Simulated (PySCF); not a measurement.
Sn(H)(I), HISn, SMILES [SnH][I], singlet at its B3LYP/def2-SVP optimised geometry (Å):

```
3

Sn    -1.3410    -0.8960     0.0000
H     -1.4349     0.8960     0.0000
I      1.4349    -0.8960     0.0000
```

Computed with PySCF with B3LYP/def2-TZVP, def2 effective core potentials past Kr. The core electrons that the potentials of I, Sn replace are not part of the density.

Map of the Laplacian of the electron density (e/bohr⁵) on the plane z = 1.0 Å:

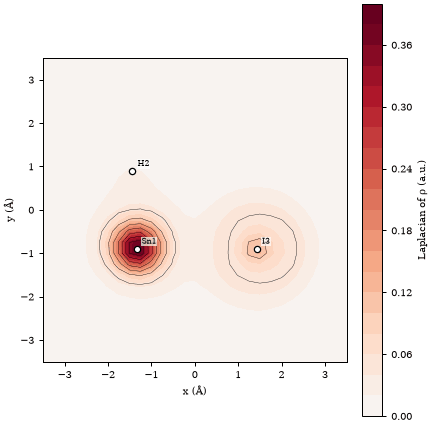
*Laplacian of the electron density (e/bohr⁵) on the plane z = 1.0 Å.*
